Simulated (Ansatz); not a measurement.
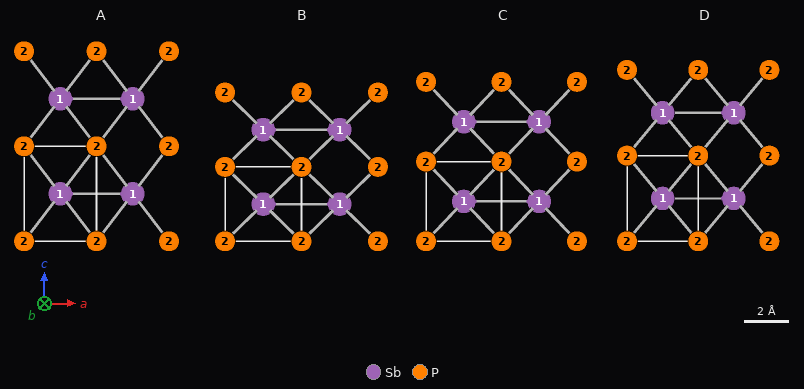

4 geometries from one relaxation of solid SbP (built on the CuAu (L1_0)_123 type) (coarse preliminary run), in shuffled order. Style: ball-and-stick. Shown: the cell of the calculation, repeated 2 × 1 × 2 with one cell outlined, along the b axis.

Case: CuAu (L1_0) type (P4/mmm, No. 123).

Level of theory: DFT r2SCAN, scalar-relativistic, plane waves, PAW in Ansatz. Set-up: plane-wave cutoff 500 eV; k-point mesh 6 × 6 × 4; occupations gaussian; smearing width 0.1 eV; no spin polarisation; cell and atoms relaxed; force threshold 0.04 eV/Å; at most 70 steps.

Q: Put them in the order of the run, from the start to the converged end.

A: A, D, C, B. They are steps 0, 2, 4, 9, at +233 meV per atom, +84.3 meV per atom, +21.9 meV per atom relative to the last. No atom moves by more than 0.005 Å relative to the cell. The volume changes by −12.9 %, with a = b 3.302 → 3.483 Å (+5.5 %), c 4.328 → 3.390 Å (−21.7 %). Some distances before and after: Sb1–P2 3.184 → 2.990 Å, Sb1–Sb1 3.302 → 3.483 Å. The space group stays P4/mmm (No. 123). Over 8 accepted moves (9 points after the start) the energy falls by 233 meV per atom. All forces vanish by symmetry, so only the cell relaxes. The pressure goes from −8.35 to −0.01 GPa. At 1 point the geometry stayed and the basis and grid were re-selected for the new cell (energy shift of less than 0.05 meV per atom at most each time). Cost: 13 s on 1 thread of AMD EPYC 9B45 (Zen 5), on a shared host, peak memory 0.46 GiB.
